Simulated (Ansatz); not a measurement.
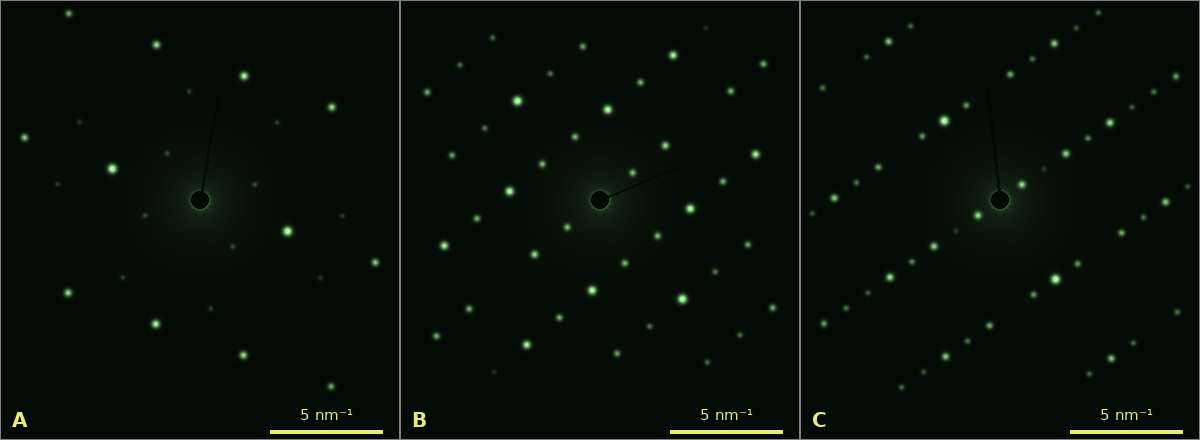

Kinematic electron diffraction patterns (120 kV, B = 0.5 Å², same scale, each along a low-index zone) of three structures of composition SnW, each relaxed at zero pressure with DFT PBE, scalar-relativistic, plane waves, PAW in Ansatz 0.2.0.

The structures (standard cells):
1. Fd-3m (No. 227), a = 6.753 Å, 16 atoms; generated start, possibly hypothetical
2. Cmcm (No. 63), a = 3.448 Å, b = 10.446 Å, c = 4.444 Å, 8 atoms; generated start, possibly hypothetical
3. P4/nmm (No. 129), a = 3.245 Å, c = 8.267 Å, 4 atoms; generated start, possibly hypothetical

Which pattern belongs to which structure, and along which zone?

Answer. A is structure 1 along [110] or an equivalent direction: centred rectangular net of -1 1 -1 (weak) at d = 3.90 Å and -1 1 1 (weak) at d = 3.90 Å, 70.5° apart (some points of this net are extinct or too weak to see). B is structure 2 along [001]: centred rectangular net of 0 2 0 at d = 5.22 Å and 1 1 0 at d = 3.27 Å, 71.7° apart (some points of this net are extinct or too weak to see). C is structure 3 along [110] or an equivalent direction: rectangular net of 0 0 1 at d = 8.27 Å and 1 -1 0 at d = 2.29 Å, 90.0° apart (some points of this net are extinct or too weak to see).

Which structure lies lowest at this level of theory, and by how much?

Answer. Structure 3 (P4/nmm, 21.77 Å³ an atom) is the lowest of these; structure 2 (Cmcm, 20.01 Å³ an atom) lies about 170 meV an atom higher; structure 1 (Fd-3m, 19.25 Å³ an atom) lies about 430 meV an atom higher. These are static energies at 0 K; other structures, not shown, may lie lower still.
